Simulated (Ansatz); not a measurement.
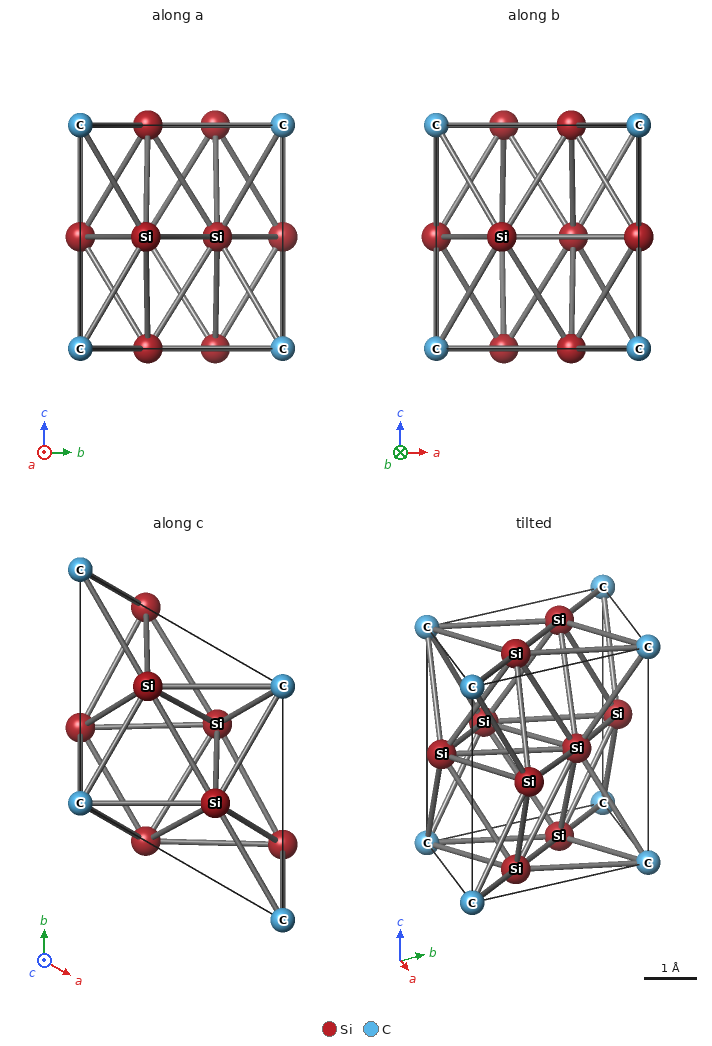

The crystal in a ball-and-stick representation, seen along the a axis, along the b axis, along the c axis and slightly off an axis. Lines trace the edges of the conventional unit cell.

Lattice parameters: a = 4.5290 Å, b = 4.5290 Å, c = 4.3305 Å, α = 90.000°, β = 90.000°, γ = 120.000°.

**Reconstruct the structure as a CIF in P1 with every atom of the cell, with free fractional coordinates to two decimals.**

```cif
data_structure
_symmetry_space_group_name_H-M 'P 1'
_symmetry_Int_Tables_number 1
_cell_length_a 4.5290
_cell_length_b 4.5290
_cell_length_c 4.3305
_cell_angle_alpha 90.000
_cell_angle_beta 90.000
_cell_angle_gamma 120.000
_cell_volume 76.93
loop_
_atom_site_label
_atom_site_type_symbol
_atom_site_fract_x
_atom_site_fract_y
_atom_site_fract_z
_atom_site_occupancy
Si1 Si 0.3333 0.6667 0.00 1
Si2 Si 0.6667 0.3333 0.00 1
Si3 Si 0.68 0.68 0.50 1
Si4 Si 0.32 0.00 0.50 1
Si5 Si 0.00 0.32 0.50 1
C1 C 0.00 0.00 0.00 1
```

It goes back to a structure type filled with these elements by a generator (whether the compound takes this form wasn't checked). Earlier steps of the study, as a rule a relaxation of our own, may have changed the cell and positions, so they can lie some per cent off the listed ones. A calculation with Ansatz used it as input.
